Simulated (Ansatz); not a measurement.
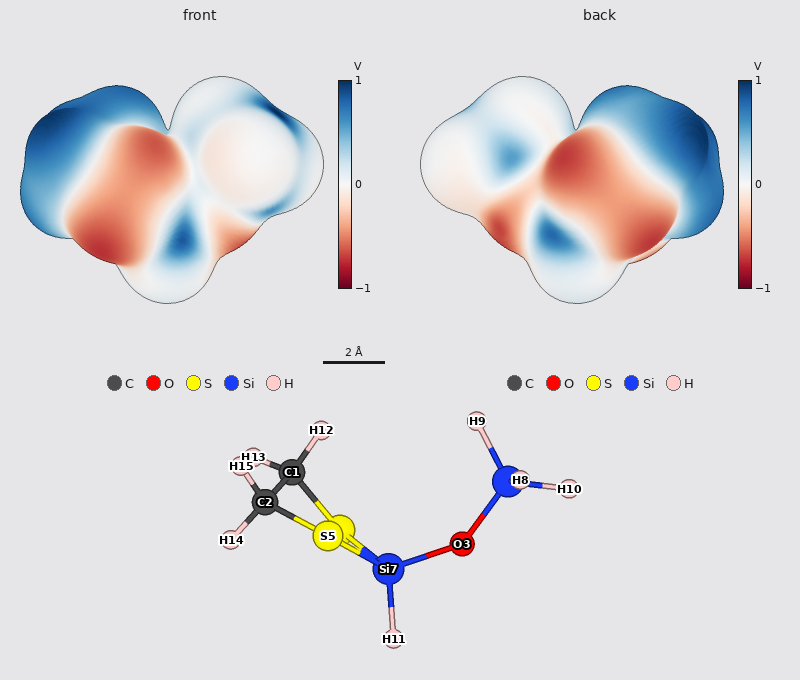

The picture shows: C$_{2}$H$_{8}$OS$_{2}$Si$_{2}$ (SMILES [SiH3]O[SiH]1SCCS1). The electrostatic potential painted on the density surface at 0.001 e/bohr³, seen from the front and from behind; the colour scale runs from red (negative) to blue (positive). The bare structure is drawn below in the same view.

Geometry: B3LYP/def2-SVP.

These are results of isolated molecule in a Gaussian basis; Kohn-Sham density functional theory, functional PBE0 in Ansatz 0.2.0, not measurements.

```xyz
15

C     1.5793    1.2517   -0.0184
C     0.9597    2.1714   -1.0613
O    -1.3858   -1.3580   -0.7046
S     1.7329   -0.4828   -0.6486
S    -0.6946    1.5672   -1.6317
Si   -2.3098   -1.3780    0.6858
Si   -0.2237   -0.5423   -1.5542
H    -3.6164   -0.7097    0.4330
H    -1.6050   -0.6773    1.7984
H    -2.5426   -2.7973    1.0653
H    -0.1523   -1.2250   -2.8656
H     0.9904    1.2522    0.9112
H     2.6043    1.5754    0.2211
H     1.6206    2.2733   -1.9350
H     0.7842    3.1732   -0.6382
```

Question: Where is the surface potential most negative and most positive?

Answer: The most negative region (about −0.7 V) lies over O3, S4 and S5, the most positive (about +1.0 V) over Si6, H13 and H15.

Question: What dipole moment does the calculation give?

Answer: Its dipole moment is 1.96 D.
